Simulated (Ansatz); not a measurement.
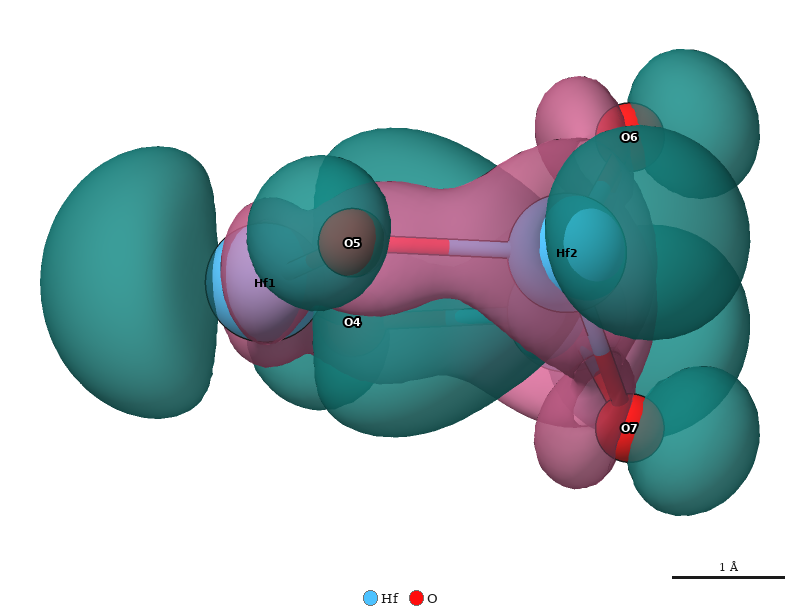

The picture shows: Hf3O4 (charge +1, doublet). The HOMO (β) at ±0.08 Å⁻³ᐟ² (teal and pink are the two phases), seen from one side.

Geometry: r2SCAN-D4/def2-SVP; core potentials replace the inner electrons of Hf.

Computed with Ansatz, UKS PBE0-D4/def2-TZVP.

```
atom    x (Å)    y (Å)    z (Å)
  Hf   0.4908  -1.6018  -0.9550
  Hf   1.0214   1.1641   0.1311
  Hf  -1.4142   0.1181   0.6337
   O  -1.3410  -1.6516  -0.2308
   O   1.9236  -0.2499  -0.9037
   O   0.1200   0.5800   1.7889
   O  -0.8006   1.6411  -0.4643
```

### Where does this orbital lie, and at what energy?

It lies mainly on Hf1 (about 30 %), Hf2 (about 25 %), Hf3 (about 25 %), O4 (about 5 %), O5 (about 5 %), O6 (about 5 %) and O7 (about 5 %). Its energy is −9.49 eV.
